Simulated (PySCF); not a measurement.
# C2H4BF2N: the cost of one run

The runs use PySCF 2.14.0, with density-fitted response routines of our own; the level of theory stands in each step. All values are computed, except where a source is named. Atoms count from 0, in the outputs and in this text.

## (1) The molecule as given

10 atoms, charge 0, multiplicity 1; geometry from: GFN2-xTB.

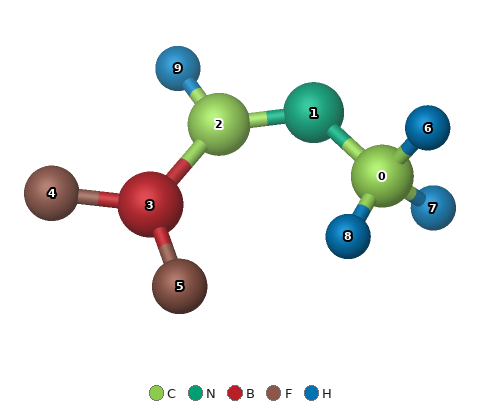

The starting geometry (carbon green, nitrogen teal, boron red, fluorine brown, hydrogen blue), atoms numbered; sticks join atoms by distance.

## (2) Optimising the geometry at PBE0-D3(BJ)/def2-SVP

The job: settings as JSON, then the geometry in Å.

```
{"job": {"xc": "PBE0", "basis": "def2-SVP", "d3": "d3bj", "grid": 1, "kind": "geom"}, "charge": 0, "multiplicity": 1}
C      1.512006     0.098472    -0.121417
N      0.470802     1.057258     0.018759
C     -0.754211     0.749108     0.107176
B     -1.494241    -0.643161     0.083925
F     -2.788523    -0.692707     0.336385
F     -0.972990    -1.824602    -0.186589
H      2.212644     0.261448     0.699600
H      2.046358     0.336299    -1.043095
H      1.191158    -0.946250    -0.136437
H     -1.414119     1.608791     0.219165
```

Started as:

```bash
$ OMP_NUM_THREADS=1 python probes_run.py task.json out
```

One launch serves the whole session: the jobs run in the order shown.

Q: Estimate the wall time and peak memory of this first job on 1 thread of Arm Neoverse V1, shared host.

About 38 s, with a peak of 0.42 GiB.
